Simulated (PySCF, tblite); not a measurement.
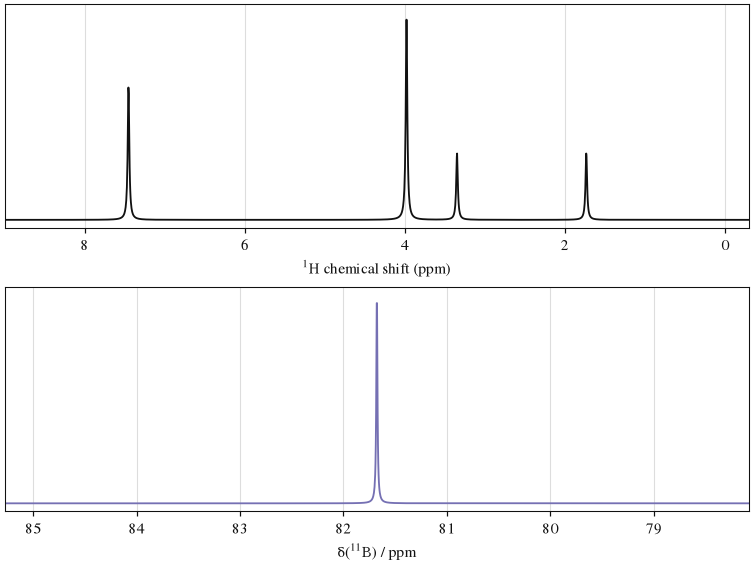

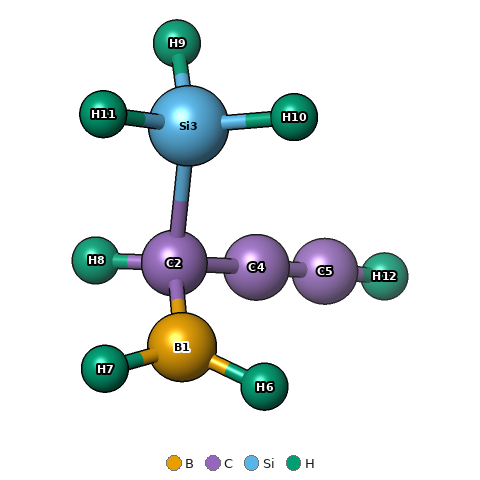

Spectrum and numbered structure of C₃H₇BSi, SMILES B[C@@H]([SiH3])C#C. GIAO shifts, PBE0/pcSseg-1 with PySCF, at a GFN2-xTB geometry (a minimum by its frequencies), against TMS for ¹H and BF₃.OEt₂ for ¹¹B computed at the same level. Gas phase, fully decoupled, line heights follow the number of nuclei, widths are arbitrary (no quadrupolar broadening); values of one conformer, averaged over nuclei that symmetry or rotation about single bonds exchange, these motions taken as fast.

### Assign the ¹H signals to the numbered atoms.

| δ (ppm) | nuclei | atoms |
| --- | --- | --- |
| 7.45 | 2 | H6, H7 |
| 3.98 | 3 | H9, H10, H11 |
| 3.35 | 1 | H8 |
| 1.73 | 1 | H12 |

### Where does the ¹¹B line lie?

At 81.7 ppm (B1).

Note: the tight-binding geometry is rougher than a DFT one and adds to the error.
